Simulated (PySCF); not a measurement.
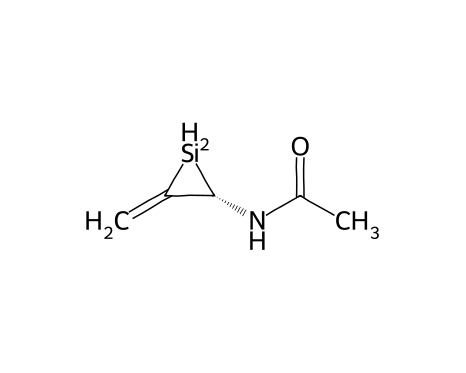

The drawing above gives the connectivity. Computed geometry: GFN2-xTB optimisation. No frequency run is at hand to confirm it as a minimum.

Describe the 3D structure.

Formula C5H9NOSi. As SMILES it reads `C=C1[SiH2][C@@H]1NC(C)=O`. Independent rings (smallest set): 1 of 3 members. Among its groups: amide, alkene, Si–H bond. The point group is C1. Coordination, clear cases only: 2 C trigonal planar; 1 N trigonal planar; 1 C tetrahedral.

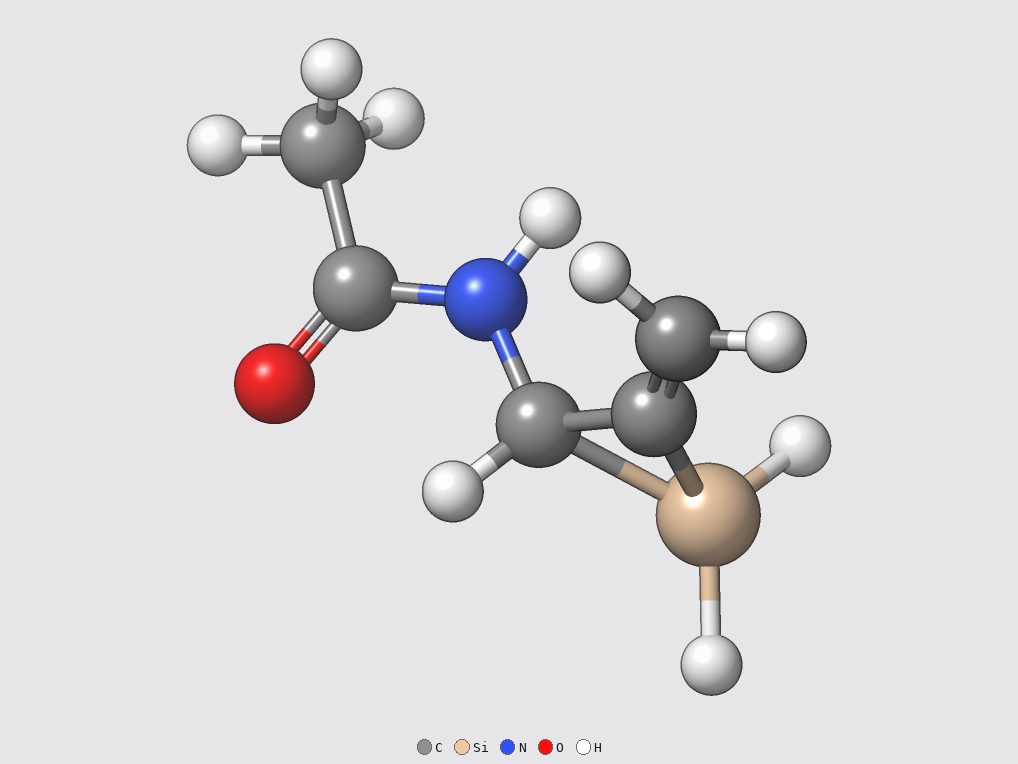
